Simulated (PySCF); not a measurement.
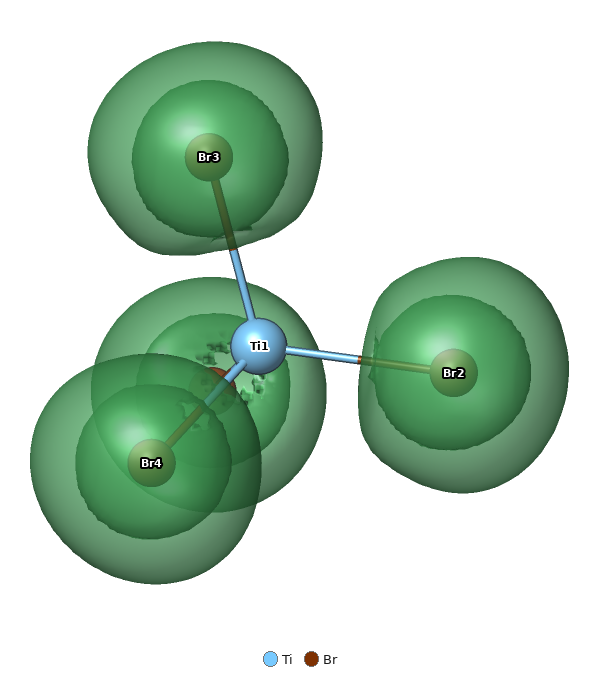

*Br4Ti (TiBr4). Isosurface of the electron localisation function at 0.75 (green), seen across its widest extent. Only the valence region is drawn (cores and ρ < 0.01 e/Å³ removed).*

Geometry: PBE0-D3(BJ)/def2-SVP.

Level of theory: wB97X-D/def2-SVPD, SCF density, gas phase (PySCF 2.14.0).

```xyz
5

Ti    0.0152   -0.0164    0.0089
Br   -0.1740   -0.0788    2.3104
Br    2.2339   -0.0233   -0.6122
Br   -0.9910    1.8676   -0.8564
Br   -1.0093   -1.8597   -0.9129
```

Question: What do the ELF domains correspond to?

Answer: The surface consists of four regions wrapped around Br (the valence shell of each). Profiles from the grid: Ti–Br (2.30 Å): the ELF peaks at about 0.75 in the valence shell of Br, 0.9 Å from its nucleus, and is about 0.55 at the midpoint.
